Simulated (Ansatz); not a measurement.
## Effect of S → Cl on WS2

Take WS$_{2}$ in the 2H-MoS2 type structure (space group P6_3/mmc, No. 194; a = 3.115 Å, c = 11.773 Å; layered, stacked along the Cartesian z axis) as the base.

One thing is altered: Cl takes the place of S on all its sites, then cell and atoms are relaxed.

Method: plane-wave PAW DFT at the PBEsol-D3(BJ) level (Ansatz, a first-principles code, 420 eV), scalar-relativistic without spin-orbit coupling, earlier PAW set. Settings: 18×18×4 k-points, 0.05 eV Fermi–Dirac smearing, for the changed cell.

```yaml
volume_per_atom: 16.74 Å³ (base 16.49 Å³)
density: 8.42 g/cm³ (base 8.32 g/cm³)
lattice_parameter_a: 2.979 Å (base 3.115 Å)
c/a ratio: 4.385 (base 3.780)
space_group: P6_3/mmc (No. 194) (base P6_3/mmc (No. 194))
shortest_interatomic_distance: 2.515 Å (base 2.389 Å)
band_gap: zero (base 0.66 eV)
```

Final structure:

```xyz
6
Lattice="2.9793 0.0000 0.0000 -1.4896 2.5801 0.0000 0.0000 0.0000 13.0653" Properties=species:S:1:pos:R:3 pbc="T T T"
W      0.0000     1.7201     3.2663
W      1.4896     0.8600     9.7990
Cl     0.0000     1.7201     7.9642
Cl     1.4896     0.8600     1.4315
Cl     1.4896     0.8600     5.1012
Cl     0.0000     1.7201    11.6338
```

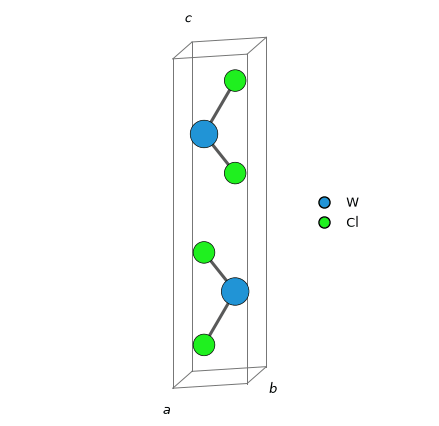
The relaxed conventional cell after the change

With W present, leaving out spin-orbit coupling can change the band edges. Stability against distortions was not tested. As relaxed here, WCl2 is a hypothetical phase, not in the database extracts checked. No Hubbard U is applied, and correlation can decide whether such a compound is a metal. All final runs are without spin polarisation. WCl2 has a high density of states at the Fermi level and may be magnetic at this level.
